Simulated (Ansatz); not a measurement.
# Calculations on C$_{4}$H$_{10}$OSi

### Relaxation

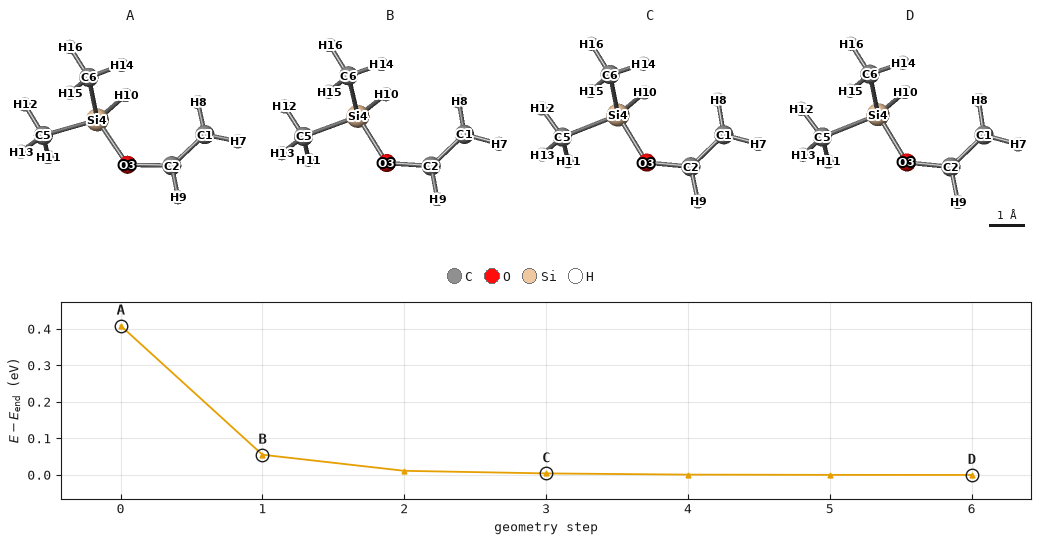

Frames of a relaxation of C₄H₁₀OSi, marked on the history of the run. Style: ball-and-stick. Shown from a free direction.

The run prepares an end point of a later path (torsion) calculation, from a guessed geometry.

Theory: RKS revPBE/def2-SVP in Ansatz 0.2.0.

The input:
```yaml
crystal:
  periodic: [false, false, false]
  atoms:
    - { symbol: C, position_ang: [-1.1977, -2.3726, -0.5382] }
    - { symbol: C, position_ang: [-0.6369, -1.5231, -1.4258] }
    - { symbol: O, position_ang: [0.1878, -0.4699, -1.2217] }
    - { symbol: Si, position_ang: [0.5818, 0.2777, 0.2538] }
    - { symbol: C, position_ang: [1.9765, 1.4051, 0.1442] }
    - { symbol: C, position_ang: [-0.98, 1.2163, 0.877] }
    - { symbol: H, position_ang: [-1.8604, -3.1243, -0.9064] }
    - { symbol: H, position_ang: [-1.0922, -2.2248, 0.5171] }
    - { symbol: H, position_ang: [-0.7506, -1.6382, -2.4538] }
    - { symbol: H, position_ang: [0.8379, -0.7798, 1.283] }
    - { symbol: H, position_ang: [2.8607, 0.8709, -0.1336] }
    - { symbol: H, position_ang: [2.199, 1.8737, 1.1531] }
    - { symbol: H, position_ang: [1.7457, 2.2447, -0.5718] }
    - { symbol: H, position_ang: [-1.8634, 0.5455, 1.0239] }
    - { symbol: H, position_ang: [-1.2677, 1.9737, 0.1801] }
    - { symbol: H, position_ang: [-0.7635, 1.7025, 1.8634] }
basis:
  gaussian: { orbitals: def2-SVP }
hamiltonian:
  xc: revpbe
relax:
  f_tol: 0.015
  max_steps: 40
output:
  orbitals: {}
```

Launched with:
```bash
ansatz run input.yaml --threads 2 --pin off --max-ram 3072MiB --backend cpu --events-out ev --progress --plain --runs-dir out
```

Describe the path.

Answer. The energy falls by 0.409 eV in 6 geometry steps. The largest force component goes from 2.5 to 0.005 eV/Å. The largest moves after the best rigid fit, 0.22 Å, are those of H8 and H9. Largest moves by element: H 0.22 Å, Si 0.16 Å, O 0.13 Å, C 0.12 Å. Some distances before and after: Si4–C5 1.797 → 1.885 Å, C2–H9 1.041 → 1.106 Å, C5–H11 1.070 → 1.109 Å, Si4–C6 1.926 → 1.891 Å. Among the angles between lasting bonds that change: O3–Si4–C5 113.8° → 104.4°, C6–Si4–H10 105.1° → 110.3°, H11–C5–H13 112.1° → 108.1°. Cost: 28 s on 2 threads of Arm Neoverse V1, with other jobs on the host, peak memory 0.18 GiB. From step 0 to 1: Si4 moves most (0.10 Å), energy −0.354 eV. From step 1 to 3: H8 moves most (0.21 Å), energy −0.051 eV. From step 3 to 6: H9 moves most (0.05 Å), energy −0.004 eV.

### Relaxation

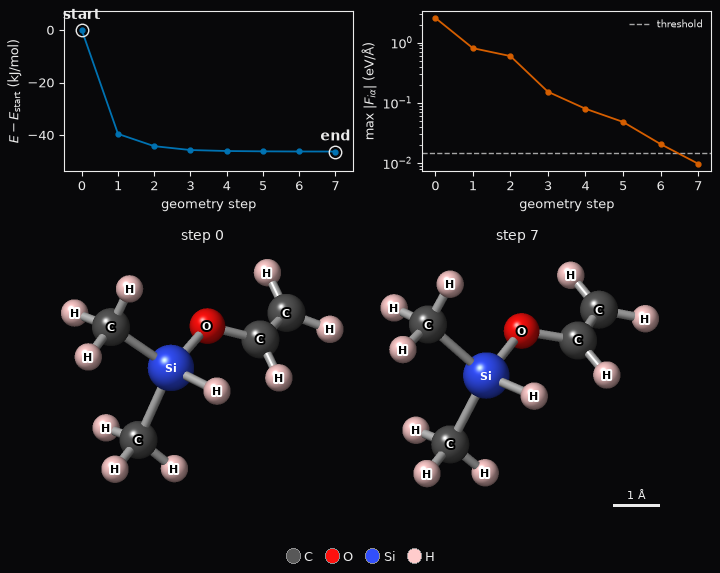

First and last geometry of a relaxation of C4H10OSi, with the history of the run. A ball-and-stick model, seen from a free direction.

The run prepares an end point of a later path (torsion) calculation, from a guessed geometry.

The calculation used RKS revPBE/def2-SVP (Ansatz).

The input:
```yaml
crystal:
  periodic: [false, false, false]
  atoms:
    - { symbol: C, position_ang: [-1.1977, -2.3726, -0.5382] }
    - { symbol: C, position_ang: [-0.6369, -1.5231, -1.4258] }
    - { symbol: O, position_ang: [0.1878, -0.4699, -1.2217] }
    - { symbol: Si, position_ang: [1.06705, 0.40854, -2.38209] }
    - { symbol: C, position_ang: [1.75793, 1.94456, -1.75634] }
    - { symbol: C, position_ang: [2.47366, -0.72826, -3.0437] }
    - { symbol: H, position_ang: [-1.8604, -3.1243, -0.9064] }
    - { symbol: H, position_ang: [-1.0922, -2.2248, 0.5171] }
    - { symbol: H, position_ang: [-0.7506, -1.6382, -2.4538] }
    - { symbol: H, position_ang: [0.18715, 0.66939, -3.56567] }
    - { symbol: H, position_ang: [0.97271, 2.60517, -1.45405] }
    - { symbol: H, position_ang: [2.33079, 2.49169, -2.5684] }
    - { symbol: H, position_ang: [2.48218, 1.73514, -0.91822] }
    - { symbol: H, position_ang: [2.09138, -1.67383, -3.50383] }
    - { symbol: H, position_ang: [3.13807, -1.00458, -2.25357] }
    - { symbol: H, position_ang: [3.06062, -0.18838, -3.83125] }
basis:
  gaussian: { orbitals: def2-SVP }
hamiltonian:
  xc: revpbe
relax:
  f_tol: 0.015
  max_steps: 40
output:
  orbitals: {}
```

Launched with:
```bash
ansatz run input.yaml --threads 2 --pin off --max-ram 3072MiB --backend cpu --events-out ev --progress --plain --runs-dir out
```

What do the curves and the structures tell?

Answer. It converged. H9 moves most after the best rigid fit: 0.32 Å. By element the largest moves are H 0.32 Å, Si 0.17 Å, C 0.12 Å, O 0.11 Å. Some distances before and after: Si4–C5 1.797 → 1.884 Å, C2–H9 1.041 → 1.109 Å, C5–H11 1.070 → 1.109 Å, Si4–C6 1.926 → 1.891 Å. Among the angles between lasting bonds that change: O3–C2–H9 107.6° → 115.8°, O3–Si4–C5 113.8° → 105.6°, C1–C2–O3 130.1° → 123.2°. The energy falls by 46.2 kJ/mol in 7 geometry steps. Largest force component: 2.6 eV/Å at the start, 0.0098 eV/Å at the end. The run took 31 s on 2 threads of Arm Neoverse V1 (shared host), peak memory 0.18 GiB.

```csv
step,"E − E(0), kJ/mol","largest force component, eV/Å"
0,0.00,2.5768
1,-39.53,0.8099
2,-44.20,0.5987
3,-45.68,0.1530
4,-46.04,0.0800
5,-46.17,0.0483
6,-46.23,0.0207
7,-46.24,0.0098
```

### Path

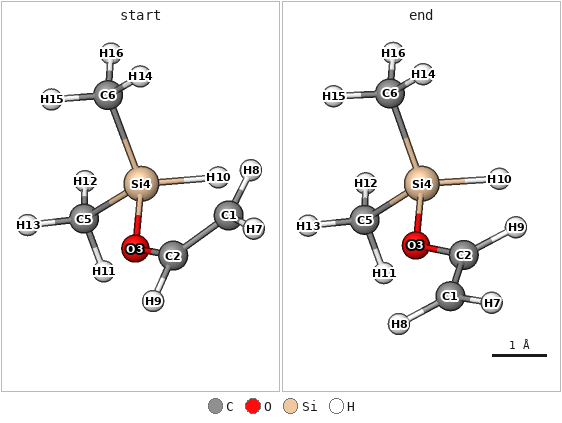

The two relaxed end points of a path for C$_{4}$H$_{10}$OSi. A ball-and-stick model, seen from a free direction.

All numbers below come from RKS revPBE/def2-SVP in Ansatz 0.2.0.

Set-up: 9 movable images; climbing image; force threshold 0.03 eV/Å; iteration limit 52.

Start:
```xyz
16

C    -1.2827   -2.3033   -0.5950
C    -0.5525   -1.5319   -1.4316
O     0.2592   -0.4843   -1.1194
Si    0.5357    0.2678    0.4023
C     1.9883    1.4289    0.0933
C    -1.0131    1.1950    0.9667
H    -1.8852   -3.1229   -1.0116
H    -1.2968   -2.1627    0.4969
H    -0.5597   -1.7170   -2.5220
H     0.9092   -0.7905    1.4114
H     2.8747    0.8670   -0.2654
H     2.2713    1.9569    1.0278
H     1.7322    2.1922   -0.6701
H    -1.8773    0.5122    1.0935
H    -1.2966    1.9726    0.2274
H    -0.8296    1.6973    1.9401
```

End:
```xyz
16

C    -1.2209   -2.4156   -1.6876
C    -0.6640   -1.8038   -0.6216
O     0.0107   -0.6199   -0.7066
Si    0.5157    0.3620    0.6059
C     1.9292    1.4122   -0.0635
C    -0.9325    1.4106    1.2210
H    -1.7313   -3.3799   -1.5565
H    -1.1694   -1.9715   -2.6932
H    -0.7165   -2.2589    0.3888
H     0.9893   -0.5529    1.7119
H     2.7581    0.7739   -0.4314
H     2.3317    2.0787    0.7276
H     1.5851    2.0478   -0.9054
H    -1.7688    0.7720    1.5732
H    -1.3199    2.0660    0.4135
H    -0.6194    2.0567    2.0683
```

### What barrier does the band find between them, and by what path?

The highest point, image 5, lies 1.96 kcal/mol above the start and 1.82 kcal/mol above the end; the end is at +0.14 kcal/mol relative to the start. The motion is a rotation about the C2–O3 bond by about 175°. No bond forms or breaks between the ends. Bond angles that change up to the highest image, for instance: C1–C2–O3 128.2° → 125.7°, O3–C2–H9 111.0° → 113.4°. The band converged in 10 iterations. The largest component of the band force went from 18 to 0.028 eV/Å. The climbing image converged on the top of the path. Its vibrational analysis gives one imaginary mode (61i cm⁻¹), as a transition state must have.

Energies of the converged images:

```json
{"image": "0", "path (Å)": "0.00", "E (kcal/mol)": "0.00"}
{"image": "1", "path (Å)": "0.67", "E (kcal/mol)": "0.25"}
{"image": "2", "path (Å)": "1.34", "E (kcal/mol)": "0.87"}
{"image": "3", "path (Å)": "2.01", "E (kcal/mol)": "1.50"}
{"image": "4", "path (Å)": "2.68", "E (kcal/mol)": "1.88"}
{"image": "5", "path (Å)": "3.35", "E (kcal/mol)": "1.96"}
{"image": "6", "path (Å)": "4.01", "E (kcal/mol)": "1.73"}
{"image": "7", "path (Å)": "4.67", "E (kcal/mol)": "1.23"}
{"image": "8", "path (Å)": "5.33", "E (kcal/mol)": "0.65"}
{"image": "9", "path (Å)": "6.00", "E (kcal/mol)": "0.24"}
{"image": "10", "path (Å)": "6.66", "E (kcal/mol)": "0.14"}
```

The geometry at the top of the path:

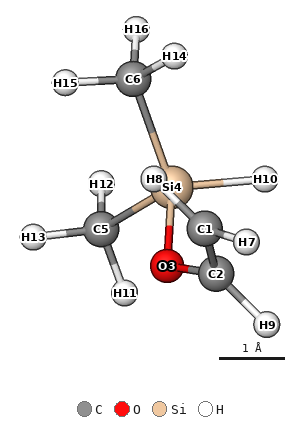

Cost: 5.5 min on 2 threads of Arm Neoverse V1 (shared host), peak memory 0.19 GiB.
